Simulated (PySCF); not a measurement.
Molecule: Mg(GeH3)2, SMILES [GeH3][Mg][GeH3], singlet. Atoms near the plane z = 0.0 Å, at the PBE0/def2-SVP optimised geometry (x, y, z in Å): Ge6 (-0.6, -0.7, 0.0), H7 (1.0, -0.7, 0.0), H8 (-1.0, 0.7, 0.0).

Method: PySCF with PBE0/def2-TZVP. Cells within 0.4 Å of a nucleus heavier than hydrogen are left out (blank, or x). The values are rescaled to run from 0 to 1.

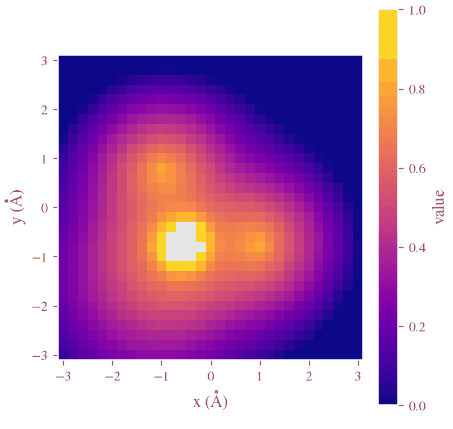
a field on the plane z = 0.0 Å.

Which quantity is mapped?
A) electron localisation function
B) an orbital amplitude
C) electrostatic potential
D) log10 of the electron density

D, log10 of the electron density. In full: log10 of the electron density (e/bohr³), floored at −4.
